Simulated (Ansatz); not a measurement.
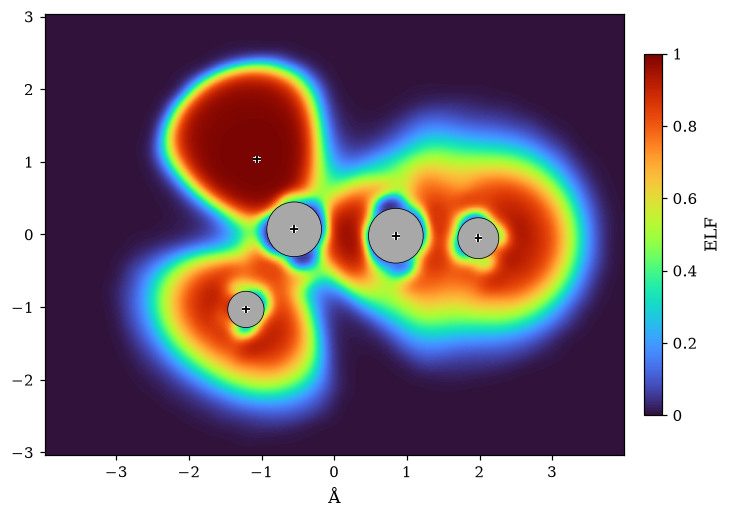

The ELF on a plane through atoms (crosses mark nuclei in the plane; grey discs cover the cores).

Computed with isolated molecule in a Gaussian basis; Kohn-Sham density functional theory, functional PBE0 (Ansatz).

Candidates:
A. H4NOSiZn (charge +1)
B. C2HFO (charge +1, doublet)
C. BClGaH3S

**Which system is this?**

Candidate B: C2HFO on the molecular plane, which holds C, F, O and H. C–O (1.14 Å): the ELF peaks at about 0.85 between the atoms (a multiple bond). C–F (1.29 Å): the ELF peaks at about 0.85 between the atoms; a shared but strongly polarised pair.
